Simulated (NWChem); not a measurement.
# HCl (SMILES Cl) at M06-2X/6-311+G(d,p)

Aim: the electronic atomisation energy of HCl at M06-2X/6-311+G**, from 3 runs. 

The calculation is run with NWChem 7.3.0.

2 further runs of the same task are left out: 2 set aside as unsound or not needed.

## Step 1: Starting point

HCl has 2 atoms, charge 0, and is taken as a singlet. As SMILES, `Cl`. Geometry: relaxed at PBE0-D4/def2-TZVP.

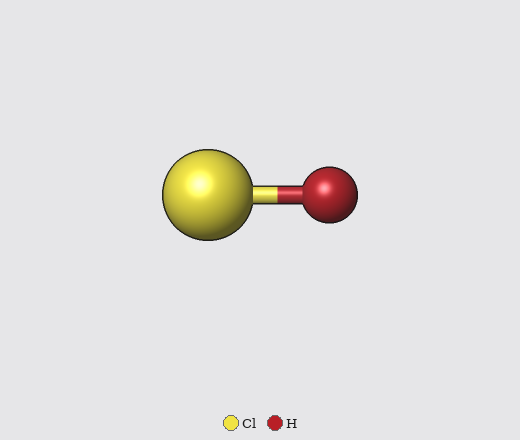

The structure, seen from a chosen angle (chlorine yellow, hydrogen red).

## Step 2: The energy at M06-2X/6-311+G(d,p)

The input, test.nw:

```
start test
memory stack 880 mb heap 220 mb global 1100 mb
charge 0

geometry noautosym nocenter noautoz
   Cl     0.546000    -0.178500     0.280800
   H     -0.546000     0.178500    -0.280800
end

basis spherical bse
   Cl library 6-311+G**
   H library 6-311+G**
end

dft
   xc m06-2x
   mult 1
   grid medium
   convergence energy 1e-08
   iterations 100
   mulliken
   print low
end

task dft
```

The run is started by

```bash
$ nwchem test.nw > test.out
```

What it wrote:

```text
[...]
 d= 0,ls=0.0,diis     1   -460.7772891093 -4.68D+02  1.00D-02  6.49D-01     0.4
[...]
 d= 0,ls=0.0,diis     7   -460.7963560618 -3.03D-09  9.48D-07  2.77D-10     1.6
         Total DFT energy =     -460.796356061790
      One electron energy =     -649.884684615932
           Coulomb energy =      210.626064751304
    Exchange-Corr. energy =      -28.572513656484
 Nuclear repulsion energy =        7.034777459321
[...]
      Total Density - Mulliken Population Analysis
     ---------------------------------------------
    Atom       Charge   Shell Charges
 -----------   ------   -------------------------------------------------------
    1 Cl  17    17.17   0.78  1.19  0.88  1.10  1.01  0.97  7.46 -1.54  1.08  2.91  1.38  0.01 -0.07  0.02
    2 H    1     0.83   0.24  0.49  0.05  0.05
[...]
```

Wall time 2.3 s (1 thread of Intel Xeon Platinum 8488C (Sapphire Rapids), shared host); peak memory 0.11 GiB.

## Step 3: The Cl atom at the same level

The input, cl.nw:

```
start cl
title "Cl energy"
memory stack 880 mb heap 220 mb global 1100 mb
charge 0

geometry units angstroms noautosym nocenter noautoz
  Cl    0.000000    0.000000    0.000000
end

basis "ao basis" spherical bse
  * library 6-311+G**
end

dft
  xc m06-2x
  mult 2
  grid medium
  convergence energy 1e-08
  iterations 100
  mulliken
  noprint "final vectors analysis"
end

task dft energy
```

The run is started by

```bash
$ nwchem cl.nw > cl.out
```

What it wrote:

```text
[...]
          Wavefunction type:  spin polarized.
          No. of atoms     :     1
          No. of electrons :    17
[...]
          Charge           :     0
          Spin multiplicity:     2
[...]
          AO basis - number of functions:    30
[...]
              XC Information
              --------------
                       M06-2X Method XC Functional
                     Hartree-Fock (Exact) Exchange  0.540
                        M06-2X Exchange Functional  1.000
                      M06-2X Correlation Potential  1.000
[...]
 d= 0,ls=0.0,diis     1   -460.1241936308 -4.60D+02  5.01D-03  1.55D-01     0.2
[...]
 d= 0,ls=0.0,diis     7   -460.1326865092 -2.53D-09  7.61D-07  1.16D-10     1.2
[...]
         Total DFT energy =     -460.132686509198
      One electron energy =     -634.927325836171
           Coulomb energy =      202.966969069937
    Exchange-Corr. energy =      -28.172329742963
 Nuclear repulsion energy =        0.000000000000
[...]
      Total Density - Mulliken Population Analysis
     ---------------------------------------------
    Atom       Charge   Shell Charges
 -----------   ------   -------------------------------------------------------
    1 Cl  17    17.00   0.78  1.19  0.89  1.10  1.06  0.99  7.45 -1.53  1.04  2.78  1.34 -0.00 -0.08  0.00
     --------------------------------------------
      Spin Density - Mulliken Population Analysis
     --------------------------------------------
    Atom       Charge   Shell Charges
 -----------   ------   -------------------------------------------------------
    1 Cl  17     1.00  -0.00  0.00  0.00 -0.00  0.01 -0.01  0.05 -0.03  0.20  0.60  0.21 -0.00 -0.02  0.00
[...]
      <S2> =      0.7521 (Exact =     0.7500)
[...]
```

It took 1.8 s on 1 thread of Intel Xeon Platinum 8488C (Sapphire Rapids), shared host; peak memory 0.11 GiB.

## Step 4: The H atom, same level

The input, struct.nw:

```
start struct
memory 2200 mb

geometry noautosym nocenter noautoz
H        0.000000       0.000000       0.000000
end

basis spherical bse
* library 6-311+G**
end

dft
xc m06-2x
mult 2
grid medium
convergence energy 1e-08
iterations 100
mulliken
print low
end

task dft energy
```

Run the same way, it converges to -0.49813 Eh (log not shown).

## Step 5: Outcome

At M06-2X/6-311+G**:

```
                     quantity          value
       molecule: total energy  -460.79636 Eh
        Cl atom: total energy  -460.13269 Eh
                Cl atom: ⟨S²⟩          0.752
         H atom: total energy    -0.49813 Eh
                 H atom: ⟨S²⟩          0.750
electronic atomisation energy       4.504 eV
```

What this shows: Taking the molecule apart into free atoms costs 4.50 eV (435 kJ/mol), before zero-point energy and without spin-orbit coupling.
